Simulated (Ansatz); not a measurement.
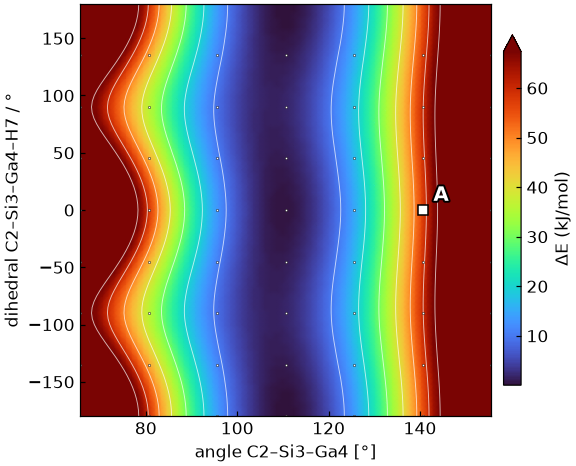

CH4GaNSi, SMILES N#C[SiH2][GaH2]. 
- Coordinates scanned: (1) angle C2–Si3–Ga4; (2) dihedral C2–Si3–Ga4–H7.
- Nothing is relaxed (all other coordinates rigid).
- The grid has 7 × 8 points.
- Energies: kJ/mol, counted from the lowest grid point.
- Computed with RKS PBE0-D4/def2-TZVP in Ansatz 0.2.0.

Drawn: a smooth colour map with a few white contour lines, dots at the grid points, one colour for all values above the top of the scale, the point A. Between grid points the surface is interpolated.

**Which way does the force act at A, and how strong is it?**

A, at angle C2–Si3–Ga4 = 140.6°, dihedral C2–Si3–Ga4–H7 = 0°, is not a stationary point. The computed force is 3.7 kJ/mol for each degree towards smaller values of angle C2–Si3–Ga4 and nearly zero along dihedral C2–Si3–Ga4–H7.
